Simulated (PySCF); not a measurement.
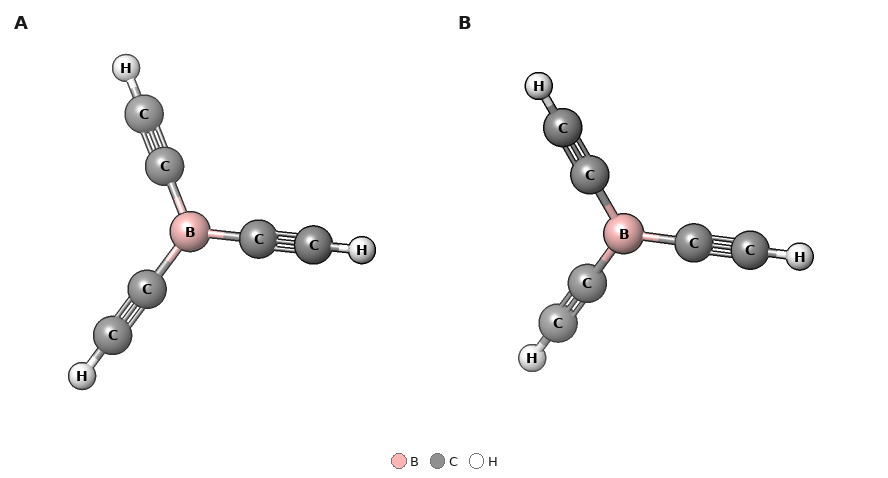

Distant atoms are faded towards the background colour. The geometry was computed by an optimisation with PBE0-D3(BJ)/def2-SVP. No frequency run is at hand to confirm it as a minimum.

**Can A be turned into B by a rotation alone?**

Yes. They are the same structure, C6H3B (C#CB(C#C)C#C), seen from two directions. With point group D3h it is achiral, so its mirror image would be the same too.
